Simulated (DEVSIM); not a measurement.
Structure: Pt/SiO2/p-Ge capacitor, at 350 K.

```csv
layer (left to right),material,thickness (nm),Na (cm⁻³)
1,SiO2,1.80,-
2,Ge,3000,4e16
```

Metal gate on the left, work function 5.6 eV. Fixed charge at the semiconductor interface 0 cm⁻² (in units of +e); no interface traps.

The device is made up for the run: typed textbook-type constants, with dimensions and the other settings drawn at random. Values at 300 K; Nc and Nv go as T^1.5, mobilities as T to minus their exponent, the gap by Varshni's rule with the affinity fixed.

```
parameter         SiO2        Ge
----------------  ----  --------
gap (eV)             9     0.664
affinity (eV)      0.9         4
permittivity       3.9        16
Nc (cm⁻³)            -   1.04e19
Nv (cm⁻³)            -      6e18
Varshni α (eV/K)     -  0.000477
Varshni β (K)        -       235
```

Model (solved in DEVSIM): 1D Poisson equation in equilibrium, Boltzmann statistics, complete ionisation; no quantum confinement or tunnelling. Metal contacts follow the ideal Schottky-Mott rule: no Fermi-level pinning, no interface dipoles.

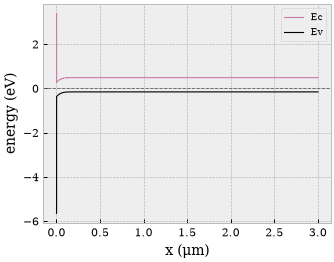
Band edges at 1.35 V on the gate

Energies count from the Fermi level of the right contact; mesh points crowd at the junctions.

```
x (μm)     Ec (eV)  Ev (eV)  n (cm⁻³)  p (cm⁻³)  field (V/cm)
---------  -------  -------  --------  --------  ------------
0.000        3.350   -5.650     < 1e2     < 1e2        160000
0.0007501    3.362   -5.638     < 1e2     < 1e2        160000
0.001388     3.373   -5.627     < 1e2     < 1e2        160000
0.002268     0.281   -0.363    1.2e15    4.5e13         40000
0.004845     0.291   -0.353    8.3e14    6.3e13         39000
0.008920     0.307   -0.338    5.0e14    1.0e14         37000
0.01751      0.337   -0.308    1.9e14    2.8e14         33000
0.04419      0.409   -0.236    1.7e13    3.1e15         21000
0.08638      0.466   -0.179    2.6e12    2.0e16          7200
0.1753       0.486   -0.159    1.3e12    3.9e16           290
0.3563       0.486   -0.158    1.3e12    4.0e16           ≈ 0
0.8884       0.486   -0.158    1.3e12    4.0e16           ≈ 0
1.736        0.486   -0.158    1.3e12    4.0e16           ≈ 0
2.381        0.486   -0.158    1.3e12    4.0e16           ≈ 0
2.754        0.486   -0.158    1.3e12    4.0e16           ≈ 0
2.881        0.486   -0.158    1.3e12    4.0e16           ≈ 0
2.943        0.486   -0.158    1.3e12    4.0e16           ≈ 0
2.972        0.486   -0.158    1.3e12    4.0e16           ≈ 0
2.991        0.486   -0.158    1.3e12    4.0e16           ≈ 0
2.997        0.486   -0.158    1.3e12    4.0e16           ≈ 0
3.000        0.486   -0.158    1.3e12    4.0e16           ≈ 0
3.002        0.486   -0.158    1.3e12    4.0e16           ≈ 0
```
